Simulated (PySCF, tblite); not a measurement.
# C4H12Si2: geometry, infrared bands and NMR shifts

Aim: predict the infrared bands and NMR shifts of C4H12Si2 (`[SiH3]C[C@@H]1CC[SiH2]1`).

Computed with tblite 0.8.0 and PySCF 2.14.0, with density-fitted response routines of our own, on a single molecule in the gas phase. Atoms are numbered from 0 throughout.

### Step 1. The starting structure

18 atoms, charge 0, multiplicity 1; geometry from: force field or distance geometry start.

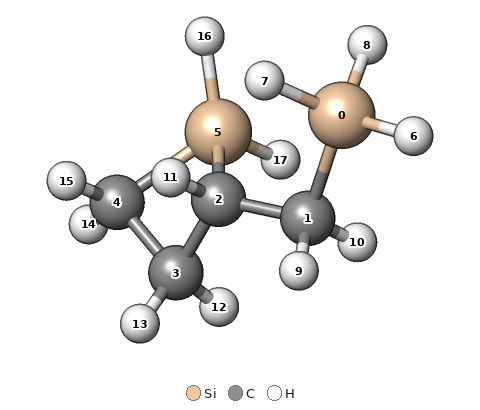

As it starts; silicon light orange, carbon grey, hydrogen white, atoms numbered; sticks join atoms by distance.

### Step 2. Geometry optimisation with GFN2-xTB

What the job is given:

```
{"job": {"kind": "relax", "xc": "GFN2-xTB", "basis": "xTB"}, "charge": 0, "multiplicity": 1}
Si     2.529000    -0.251200    -0.517000
C      0.849700    -1.100100    -0.597600
C     -0.129400    -0.138400    -0.022800
C     -1.581300    -0.584200     0.019200
C     -1.959100     0.872400     0.149100
Si    -0.698700     1.211300    -1.173600
H      3.581200    -1.232900    -0.670900
H      2.664300     0.439200     0.783500
H      2.618400     0.795800    -1.544600
H      0.941900    -1.975500     0.127700
H      0.604200    -1.498600    -1.574400
H      0.165100     0.199900     0.988300
H     -1.978400    -1.068600    -0.892300
H     -1.845900    -1.211300     0.901300
H     -3.015800     1.053000    -0.149000
H     -1.690200     1.223400     1.188000
H      0.023200     2.483500    -1.056400
H     -1.086900     0.788700    -2.499500
```

Started as:

```
$ OMP_NUM_THREADS=1 python probes_run.py task.json out
```

The driver reads the jobs from task.json and runs them one after another.

**Question.** This job is followed by: GFN2-xTB harmonic vibrations, gas phase; GIAO PBE0/pcSseg-1 NMR shielding, non-relativistic, gas phase. What will the session give for the following? strongest single infrared mode (GFN2-xTB); zero-point energy (GFN2-xTB); 13C shifts against TMS (PBE0/pcSseg-1); 1H shifts against TMS (PBE0/pcSseg-1, means over atoms taken as alike); 29Si shifts against TMS (PBE0/pcSseg-1).

**Answer**, as computed:

| quantity | value |
| --- | --- |
| strongest single infrared mode (GFN2-xTB) | 2254 cm⁻¹, 611 km/mol |
| zero-point energy (GFN2-xTB) | 87.4 kcal/mol |
| 13C shifts against TMS (PBE0/pcSseg-1) | 35.6, 27.5, 18.0, 5.3 ppm |
| 1H shifts against TMS (PBE0/pcSseg-1, means over atoms taken as alike) | 4.85, 4.55, 3.69, 2.77, 1.96, 1.93, 1.42, 1.25, 1.16, 0.92 ppm |
| 29Si shifts against TMS (PBE0/pcSseg-1) | -27.6, -75.6 ppm |

The optimisation took 90 steps and gained 1.038 eV; among the close pairs (by a distance rule), C2–Si5 changed most, from 1.863 to 1.917 Å. All 48 modes are real, so the xTB geometry is a minimum. GFN2-xTB is a fitted tight-binding method: band positions and strengths are rough. Its intensities can rank the bands wrongly. At PBE0/pcSseg-1: The widest tensor belongs to Si5: span 88 ppm, with a paramagnetic part of -504 ppm.
